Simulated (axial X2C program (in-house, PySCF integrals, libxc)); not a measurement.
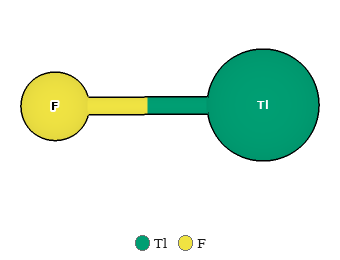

**Figure 1.** The molecule at the reference distance of 2.202 Å.

Relativistic diatomic calculation for TlF⁻

System: TlF⁻, single determinant with Ω = 1/2.
Method: r2SCAN, two-component X2C with atomic mean-field Coulomb and Gaunt terms, Tl dyall-av3z, F dyall-av3z (cores contracted) (axial X2C program (in-house, PySCF integrals, libxc)).

## Input file
```
{"zs": [81, 9], "q": -1, "bas": ["dyall-av3z", "dyall-av3z"], "levels": ["PBE0", "HF", "r2SCAN", "M06"], "cc": false, "r0": 2.08, "npts": 10, "nst": 2, "ntry": 6, "opt": {"auxb": 3.0}}
```

The line is the task of a batch: nuclear charges, charge, bases, the levels to run, a first guess of the distance and further settings. This report covers r2SCAN with spin-orbit coupling. The log is that of the reference distance 2.202 Å.

Hardware: 1 thread of Arm Neoverse N1, 98 GiB of memory available, shared host.

Launched within a batch (the task file carries these settings):
```bash
python <driver script> task.json out
```

## The program's output
```
two-component X2C + atomic mean field  r2SCAN
basis functions 216  fitting functions 807  grid points 5078
iter        total energy     max residual
   1     -20355.036644050     3.29e-01
   2     -20355.041173709     3.33e-03
   3     -20355.040481930     7.18e-03
   4     -20355.041220823     3.07e-03
   5     -20355.041343170     3.79e-04
   6     -20355.041345843     9.33e-05
   7     -20355.041346066     2.32e-05
   8     -20355.041346094     1.35e-05
   9     -20355.041346104     6.55e-06
  10     -20355.041346107     1.96e-06
  11     -20355.041346107     8.27e-07
converged
one-electron -28210.90778478  Coulomb 8097.20338216  exact exchange 0.00000000  xc functional -397.19447961  nuclear repulsion 175.19082051  atomic mean-field constant -19.33328439
```

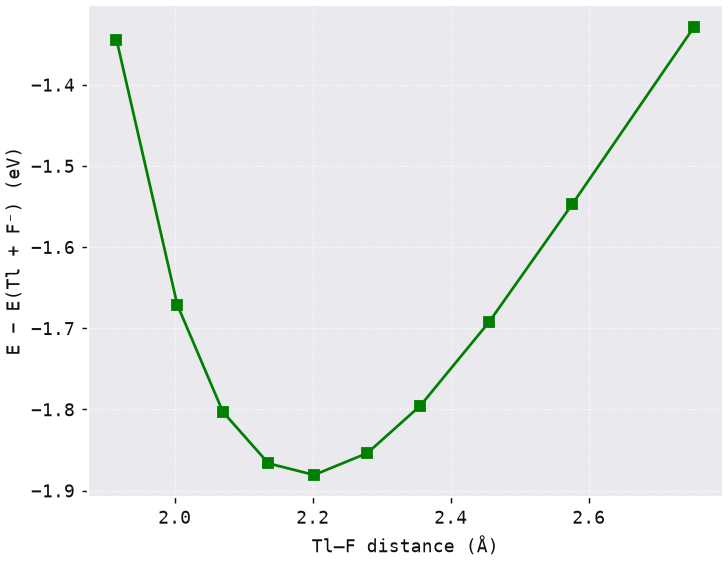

**Figure 2.** Energy at 10 bond lengths, for one set of occupations held fixed; the line joins the points. A polynomial of degree 6 through 9 points gives rₑ = 2.192 Å, ωₑ = 362.9 cm⁻¹, ωₑxₑ = 2.8 cm⁻¹ and Bₑ = 0.2018 cm⁻¹. The minimum lies 1.88 eV below Tl + F⁻, each computed as one determinant at the same level.

## Outcome

```
                 quantity                                      value
                  outcome  converged; a filled level lies above zero
           bond length rₑ                                    2.192 Å
                       ωₑ                                 362.9 cm⁻¹
    energy at the minimum                       −20355.04136 hartree
depth below the fragments                                    1.88 eV
                wall time                                       15 s
```

## What is odd here

The input is odd on purpose: sparse fitting set (auxb = 3.0). The program ran to the end. Its numbers are those of the input as typed; this run alone doesn't show how far the oddity moves them. The highest filled level (r2SCAN, up to 1.27 eV) lies above zero. That is common for anions, where the functional's self-interaction leaves the outer electrons unbound; only the finite basis holds them, so such levels depend on it.
